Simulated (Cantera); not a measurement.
A closed system holds: 1 mol Zr, 0.98 mol O2, 38 mol N2, equilibrated at 0.00210 bar.

Method: chemical equilibrium by Gibbs-energy minimisation in Cantera with the NASA 1993 tables (ideal gas, pure condensed phases). Candidate condensed phases: Zr, ZrN, ZrO2; 13 gas species. Mutual solubility and eutectic melting of coexisting phases are not modelled. ZrN: taken at fixed stoichiometry. Condensed phases not in the tables: solid solutions among these carbides, nitrides and lower oxides. The numbers say what is thermodynamically allowed, not how fast it happens.

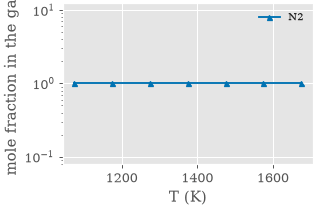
Figure. Equilibrium gas composition (values under 1e-9 drawn at 1e-9)

From 1075 K to 1475 K the condensed part is ZrN(s) + ZrO2(monoclinic). From 1575 K to 1675 K the condensed part is ZrN(s) + ZrO2(tetragonal).
